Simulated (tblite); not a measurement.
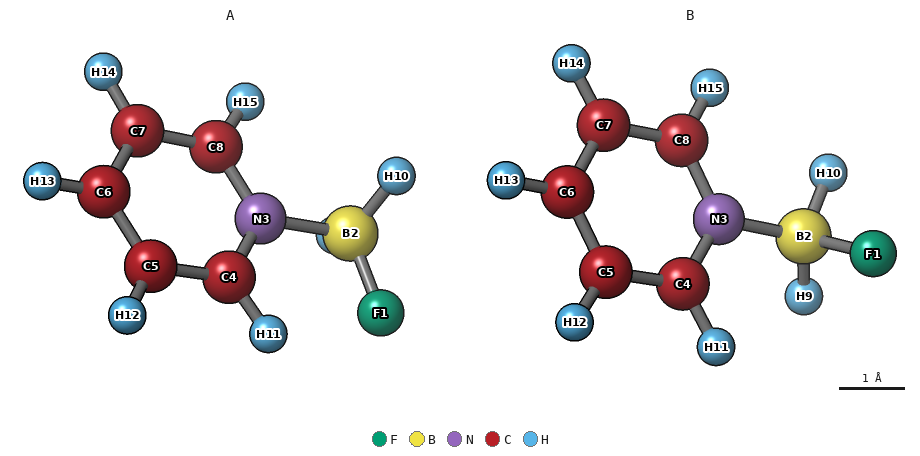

Two geometries of C₅H₇BFN, drawn at one scale. One is the start of a relaxation, the other its converged end. The picture is a ball-and-stick view, seen at a tilt.

These are results of GFN2-xTB geometry optimisation, gas phase in tblite 0.8.0, not measurements. 

Which of the two is the end point?

Structure A is the relaxed one. Over 69 geometry steps the energy falls by 49.3 kJ/mol. The atom that moves furthest after the best rigid fit is F1 (1.18 Å). Largest moves by element: F 1.18 Å, H 1.05 Å, C 0.21 Å, B 0.12 Å, N 0.04 Å. Some distances before and after: F1–B2 1.490 → 1.391 Å, B2–N3 1.515 → 1.589 Å, C4–H11 1.107 → 1.080 Å, N3–C8 1.356 → 1.331 Å. Bond angles that change, for instance: N3–B2–H9 115.5° → 106.2°, F1–B2–H10 103.5° → 111.3°, N3–C8–H15 123.1° → 115.7°. Groups turn about B2–N3 by about 65°. The run took 0.35 s on 1 thread of Arm Neoverse V1, with other jobs on the host.
